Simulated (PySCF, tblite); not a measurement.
# C7H16Si2: geometry, infrared bands and NMR shifts

Aim: predict the infrared bands and NMR shifts of C7H16Si2 (`C=CC[C@H](C)/C([SiH3])=C\[SiH3]`).

Computed with tblite 0.8.0 and PySCF 2.14.0, with density-fitted response routines of our own, on a single molecule in the gas phase. Atoms count from 0, in the outputs and in this text.

## 1. The molecule as given

25 atoms, charge 0, multiplicity 1; geometry from: force field or distance geometry start.

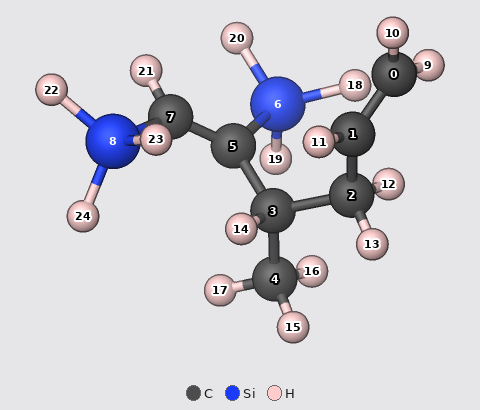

As it starts; carbon dark grey, silicon blue, hydrogen pink, atoms numbered.

## 2. Optimising the geometry with GFN2-xTB

The job: settings as JSON, then the geometry in Å.

```
{"job": {"kind": "relax", "xc": "GFN2-xTB", "basis": "xTB"}, "charge": 0, "multiplicity": 1}
C      2.919000    -0.108200    -1.108300
C      2.156300     0.504400    -0.187100
C      1.446300    -0.226000     0.930300
C     -0.089200     0.063800     0.938900
C     -0.730800    -0.593900     2.192400
C     -0.848700    -0.293800    -0.351400
Si    -0.820100    -2.115400    -0.891900
C     -1.507300     0.602000    -1.116000
Si    -1.744400     2.405600    -0.929300
H      3.035700    -1.184200    -1.120200
H      3.407500     0.470400    -1.880500
H      2.061000     1.580500    -0.200100
H      1.629100    -1.298900     0.893100
H      1.872600     0.119000     1.874400
H     -0.187200     1.144600     1.122100
H     -0.303600    -0.168300     3.112900
H     -0.561700    -1.670400     2.221100
H     -1.810800    -0.414600     2.212000
H      0.575300    -2.611000    -0.954800
H     -1.572300    -2.919500     0.110800
H     -1.469400    -2.245600    -2.215600
H     -2.019300     0.263100    -2.021300
H     -2.489300     2.943200    -2.087200
H     -0.439400     3.082400    -0.843800
H     -2.520100     2.695000     0.308700
```

Run with:

```console
> OMP_NUM_THREADS=1 python probes_run.py task.json out
```

The driver reads the jobs from task.json and runs them one after another.

**Question.** This job is followed by: GFN2-xTB harmonic vibrations, gas phase; GIAO PBE0/pcSseg-1 NMR shielding, non-relativistic, gas phase. Predict these results of the whole session: strongest single infrared mode (GFN2-xTB); zero-point energy (GFN2-xTB); 13C shifts against TMS (PBE0/pcSseg-1); 1H shifts against TMS (PBE0/pcSseg-1, means over atoms taken as alike); 29Si shifts against TMS (PBE0/pcSseg-1).

The runs gave:

| quantity | value |
| --- | --- |
| strongest single infrared mode (GFN2-xTB) | 2225 cm⁻¹, 562 km/mol |
| zero-point energy (GFN2-xTB) | 122.4 kcal/mol |
| 13C shifts against TMS (PBE0/pcSseg-1) | 176.8, 146.9, 140.9, 121.7, 49.1, 46.2, 23.8 ppm |
| 1H shifts against TMS (PBE0/pcSseg-1, means over atoms taken as alike) | 6.47, 6.03, 5.38, 5.24, 4.16, 4.13, 2.48, 2.46, 2.10, 1.24 ppm |
| 29Si shifts against TMS (PBE0/pcSseg-1) | -75.7, -91.9 ppm |

**Reading.** The optimisation took 80 steps and gained 0.250 eV; among the close pairs (by a distance rule), C7–Si8 changed most, from 1.829 to 1.883 Å. The lowest mode is imaginary (61i cm⁻¹), so the xTB geometry is not a minimum. Unscaled tight-binding wavenumbers are off by several per cent, some by more. Its intensities can rank the bands wrongly. At PBE0/pcSseg-1: Shielding is most anisotropic at C5 (span 266 ppm, paramagnetic term -253 ppm).
